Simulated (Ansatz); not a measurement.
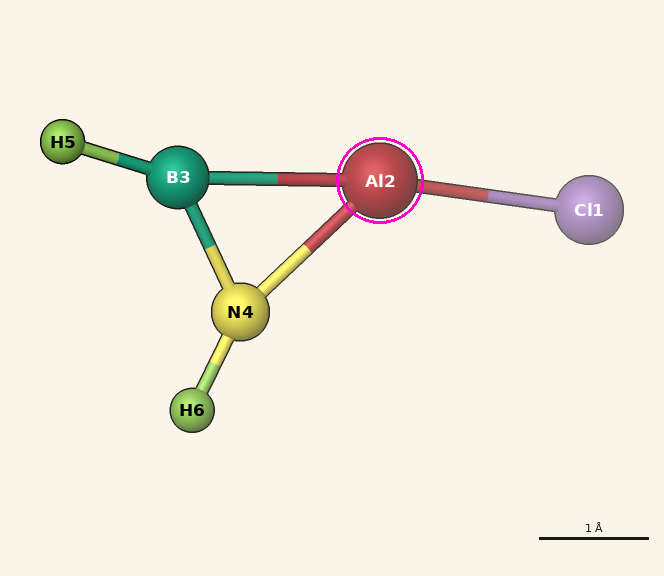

The picture comes from a calculation with Ansatz.

Orthographic view. Atoms fade into the background with distance from the viewer. The species has charge +1 and is a spin doublet. Geometry: the geometry of the neutral molecule.

> Which atoms are bonded to the circled atom?

The circled atom is Al2; it is bonded to Cl1, B3, N4.

> Which two atoms are farthest apart in space?

Cl1 and H5, 5.24 Å.

> Which atom is farthest from the viewer?

Cl1, 1.1 Å behind the mean position.
